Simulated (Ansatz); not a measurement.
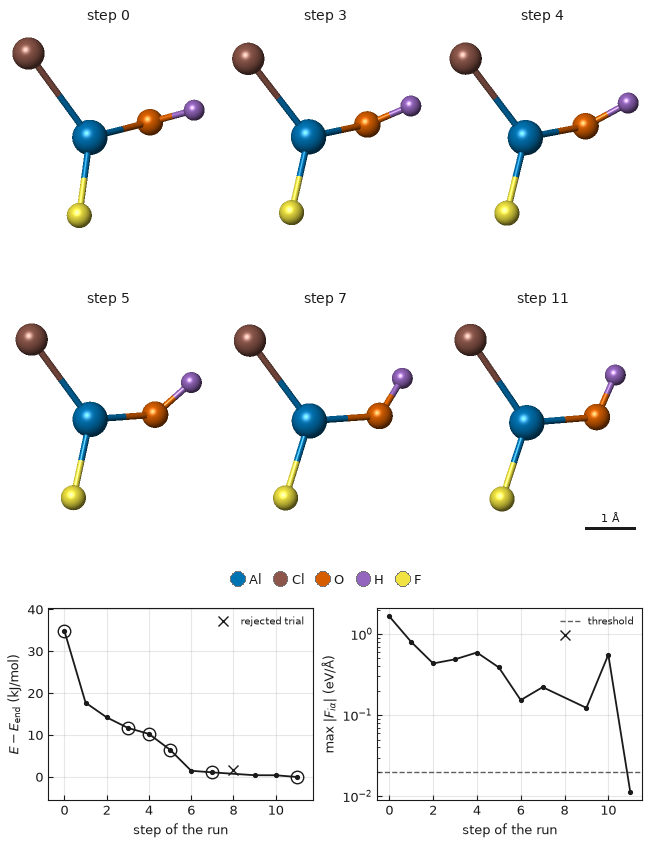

Frames of a relaxation of AlHOClF, marked on the history of the run. Style: ball-and-stick. Shown at a tilt.

The run prepares the start of a later molecular dynamics calculation, from a guessed geometry.

Theory: Ansatz, RKS BLYP/def2-SVP. Settings: no spin polarisation; force threshold 0.02 eV/Å; at most 40 steps.

Q: Describe the path.

A: The energy falls by 34.9 kJ/mol in 10 accepted moves (11 points after the start). Largest force component: 1.7 eV/Å at the start, 0.011 eV/Å at the end. The line search rejected the trial step at point 8 of the run. The largest move after the best rigid fit is that of the H atom, 0.56 Å. By element the largest moves are H 0.56 Å, O 0.53 Å, F 0.24 Å, Cl 0.19 Å, Al 0.11 Å. Near-neighbour distances that change, for instance: Al–Cl 2.230 → 2.104 Å, Al–O 1.780 → 1.703 Å, H–O 1.010 → 0.972 Å, Al–F 1.690 → 1.667 Å. Among the angles between lasting bonds that change: Al–O–H 109.5° → 123.7°, Cl–Al–O 120.0° → 124.0°, O–Al–F 120.0° → 117.3°. Groups turn about Al–O by about 90°. The run took 18 s on 1 thread of AMD EPYC 7R43 64-Core Processor (Zen 3), on a shared host, peak memory 0.16 GiB. From step 0 to 3: Cl and H atoms move most (0.13 Å), energy −23.1 kJ/mol. From step 3 to 4: the H atom moves most (0.07 Å), energy −1.45 kJ/mol. From step 4 to 5: the O atom moves most (0.18 Å), energy −3.78 kJ/mol. From step 5 to 7: the O atom moves most (0.22 Å), energy −5.40 kJ/mol. From step 7 to 11: the H atom moves most (0.11 Å), energy −1.10 kJ/mol.

| step | E − E(0), kJ/mol | largest force component, eV/Å | note |
| --- | --- | --- | --- |
| 0 | 0.00 | 1.6516 |  |
| 1 | -17.11 | 0.7996 |  |
| 2 | -20.62 | 0.4345 |  |
| 3 | -23.13 | 0.4884 |  |
| 4 | -24.58 | 0.5926 |  |
| 5 | -28.36 | 0.3882 |  |
| 6 | -33.38 | 0.1534 |  |
| 7 | -33.76 | 0.2216 |  |
| 8 | -33.21 | 0.9692 | rejected |
| 9 | -34.44 | 0.1230 |  |
| 10 | -34.45 | 0.5566 |  |
| 11 | -34.86 | 0.0114 |  |
